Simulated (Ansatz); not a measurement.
A series of calculations on Si$_{2}$NH$_{9}$O

Part 1: Relaxation

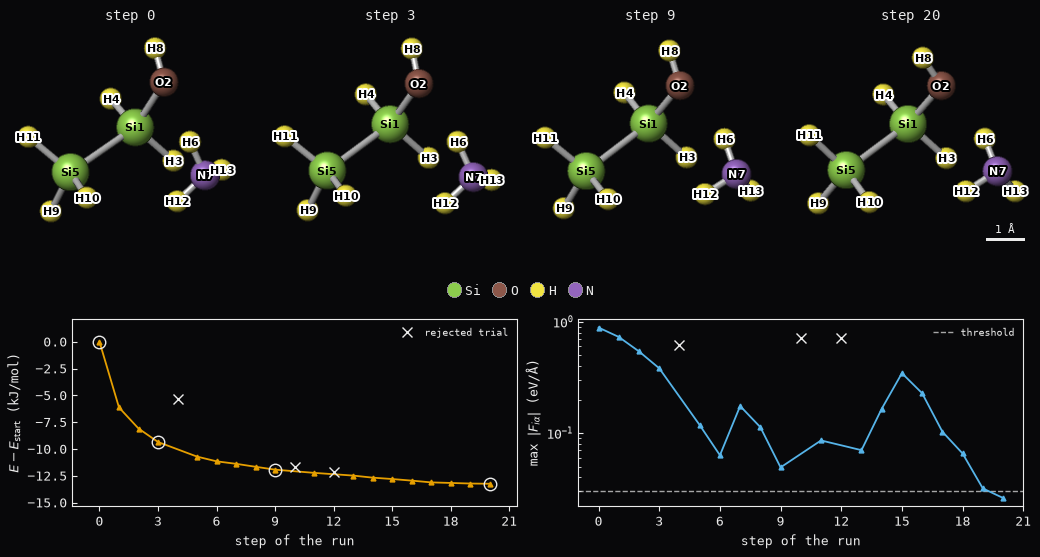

Frames of a relaxation of Si2NH9O, marked on the history of the run. Style: ball-and-stick. Shown at a tilt.

The run prepares an end point of a later path (reaction) calculation, from a guessed geometry.

All numbers below come from RKS PBE-D4/def2-mTZVP in Ansatz.

Input
```yaml
crystal:
  periodic: [false, false, false]
  atoms:
    - { symbol: Si, position_ang: [-0.560395, 0.90543, 0.375589] }
    - { symbol: O, position_ang: [1.00419, 1.217031, 1.063837] }
    - { symbol: H, position_ang: [-0.679603, 1.531292, -0.979713] }
    - { symbol: H, position_ang: [-1.54529, 1.640258, 1.251567] }
    - { symbol: Si, position_ang: [-1.21048, -1.353135, 0.411528] }
    - { symbol: H, position_ang: [2.002993, -0.09802, -0.492066] }
    - { symbol: "N", position_ang: [1.762011, -0.073494, -1.482367] }
    - { symbol: H, position_ang: [0.933166, 1.675569, 1.921918] }
    - { symbol: H, position_ang: [-2.539123, -1.489017, -0.274664] }
    - { symbol: H, position_ang: [-0.237871, -2.27063, -0.265893] }
    - { symbol: H, position_ang: [-1.372968, -1.800293, 1.833551] }
    - { symbol: H, position_ang: [1.022841, -0.747889, -1.673092] }
    - { symbol: H, position_ang: [1.420629, 0.862997, -1.690195] }
basis:
  gaussian: { orbitals: def2-mTZVP }
hamiltonian:
  xc: pbe
  dispersion: d4
relax:
  f_tol: 0.03
  max_steps: 50
```

Command:
```bash
ansatz run input.yaml --threads 4 --pin off --max-ram 5120MiB --backend cpu --events-out ev --progress --plain --runs-dir out
```

Q: What happens along the run?

A: The energy falls by 13.2 kJ/mol in 17 accepted moves (20 points after the start). Largest force component: 0.89 eV/Å at the start, 0.026 eV/Å at the end. The line search rejected the trial steps at points 4, 10, 12 of the run. H13 moves most after the best rigid fit: 0.84 Å. Largest moves by element: H 0.84 Å, N 0.48 Å, Si 0.34 Å, O 0.27 Å. Among the contacts that change: Si1–O2 1.737 → 1.688 Å, H6–N7 1.019 → 1.026 Å, Si1–Si5 2.351 → 2.357 Å, N7–H12 1.019 → 1.024 Å. Among the angles between lasting bonds that change: O2–Si1–H3 110.8° → 104.5°, O2–Si1–H4 105.7° → 110.7°, Si1–O2–H8 111.5° → 115.8°. Groups turn about Si1–O2 by about 45°. From step 0 to 3: H13 moves most (0.42 Å), energy −9.34 kJ/mol. From step 3 to 9: H12 moves most (0.40 Å), energy −2.58 kJ/mol. From step 9 to 20: H8 moves most (0.36 Å), energy −1.31 kJ/mol.

Limits of the set-up: the start holds two separate molecules, 2.3 Å apart at their closest, whose relative position is a soft coordinate.

Part 2: Relaxation

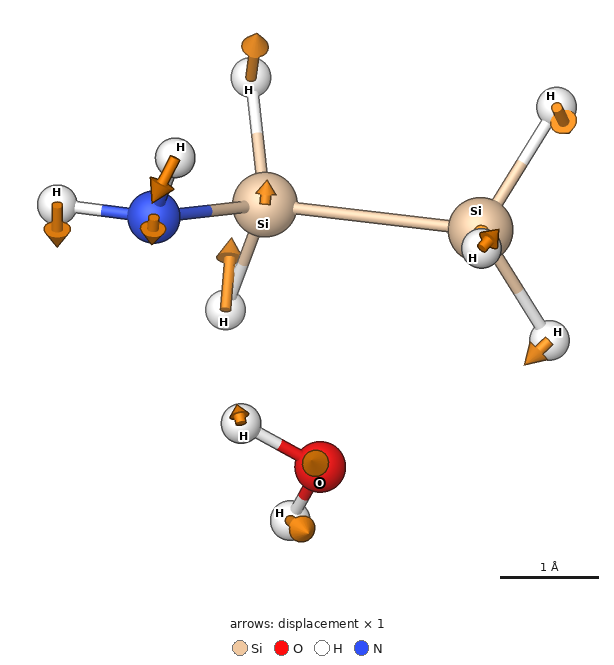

This is a relaxation of Si2NH9O. The starting structure is drawn; orange arrows show the displacements, at their true length. The two geometries are superimposed by the best rigid fit.

Style: ball-and-stick. Shown at a tilt.

The run prepares an end point of a later path (reaction) calculation, from a guessed geometry.

Computed with Ansatz 0.2.0, RKS PBE-D4/def2-mTZVP. Set-up: no spin polarisation; force threshold 0.03 eV/Å; at most 50 steps.

Question: Describe the change and its energy.

Answer: The atom that moves furthest after the best rigid fit is an H atom (0.83 Å). Largest moves by element: H 0.83 Å, O 0.52 Å, N 0.38 Å, Si 0.26 Å. Near-neighbour distances that change, for instance: N–Si 1.802 → 1.779 Å, H–O 0.976 → 0.995 Å, Si–Si 2.351 → 2.356 Å. Bond angles that change, for instance: Si–Si–H 109.1° → 105.9°. Groups turn about Si–Si by about 35°. After 16 accepted moves (17 points after the start) the energy has fallen by 0.097 eV. The largest force component goes from 0.45 to 0.021 eV/Å. The line search rejected the trial step at point 2 of the run. Cost: 39 s on 4 threads of Arm Neoverse N1, on a shared host, peak memory 0.16 GiB.

Limits of the set-up: the start holds two separate molecules, 2.3 Å apart at their closest, whose relative position is a soft coordinate.

Part 3: Path

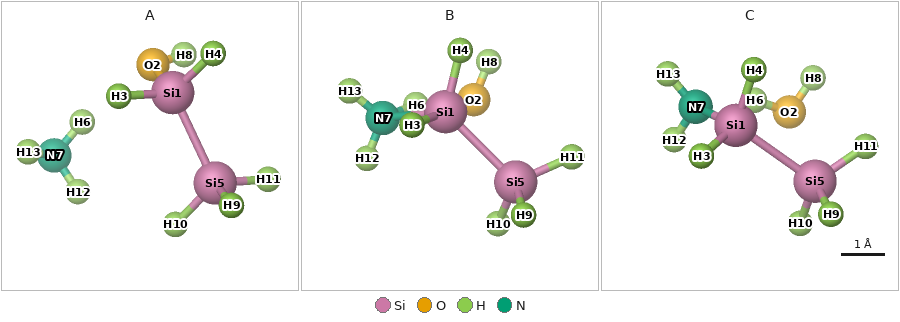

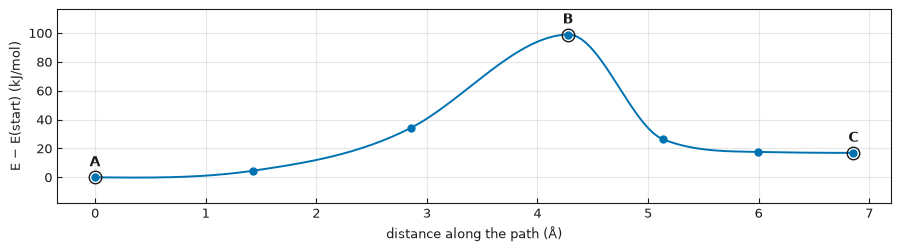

A nudged-elastic-band calculation for Si2NH9O, made up at the start of Si2H6O and NH₃. Images are numbered from 0 (start) to 6 (end). Frames A to C are images 0, 3, 6. Style: ball-and-stick. Shown at a tilt.

The calculation used RKS PBE-D4/def2-mTZVP (Ansatz). Run with 5 movable images; climbing image; force threshold 0.05 eV/Å; iteration limit 60; starting path through a guess of the saddle point.

What happens along the path, and what is the barrier?

Breaking: H6–N7 (1.03 → 1.18 at the top → 1.89 Å), Si1–O2 (1.69 → 2.17 at the top → 3.47 Å). Forming: O2–H6 (2.25 → 1.36 at the top → 0.99 Å), Si1–N7 (3.86 → 1.91 at the top → 1.78 Å). Forward barrier 99.0 kJ/mol, backward barrier 82.1 kJ/mol, with image 3 at the top; the reaction energy is +17.0 kJ/mol. The band is converged. At the top, the vibrational analysis gives one imaginary mode (782i cm⁻¹), as a transition state must have.

Limits of the set-up: the start holds two separate molecules, 2.3 Å apart at their closest, whose relative position is a soft coordinate.

The run took 2.9 min on 4 threads of Arm Neoverse N1 (shared host), peak memory 0.16 GiB.
